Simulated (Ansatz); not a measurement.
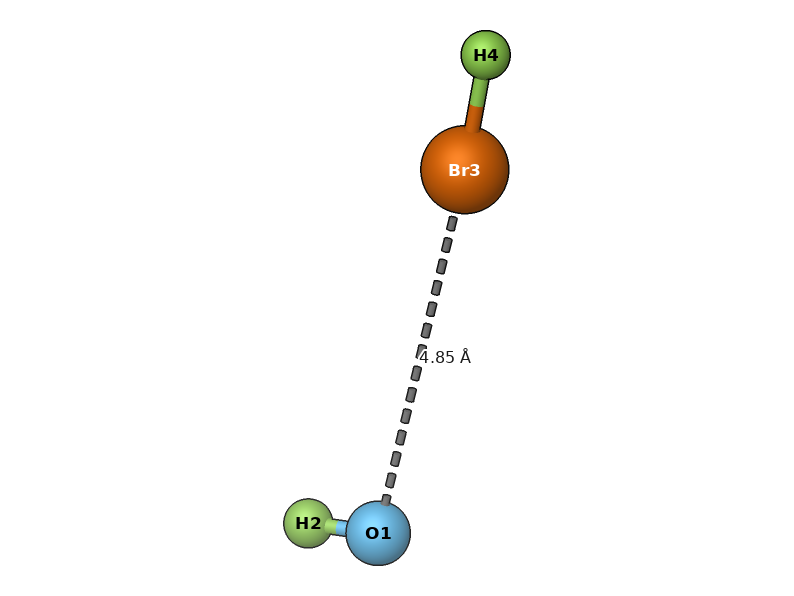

Two molecules or ions; the broken line marks their closest contact (measured against van der Waals radii). The species has charge −1 and is a spin singlet. Geometry: a pair of rigid molecules at a changed separation. Program: Ansatz 0.2.0.

Q: Which two species are they?

A: HO and HBr (`Br.[OH-]`).

Give the counterpoise-corrected interaction energy (kJ/mol, monomers kept as in the pair) with RHF-CCSD(T) (frozen core)/def2-TZVPPD; PBE-D4/def2-TZVPPD; PBE0-D4/def2-TZVPPD; r2SCAN-D4/def2-TZVPPD.

```json
{"level": "RHF-CCSD(T) (frozen core)/def2-TZVPPD", "interaction energy (kJ/mol)": "−4.6"}
{"level": "PBE-D4/def2-TZVPPD", "interaction energy (kJ/mol)": "−18.8"}
{"level": "PBE0-D4/def2-TZVPPD", "interaction energy (kJ/mol)": "−6.4"}
{"level": "r2SCAN-D4/def2-TZVPPD", "interaction energy (kJ/mol)": "−11.7"}
```
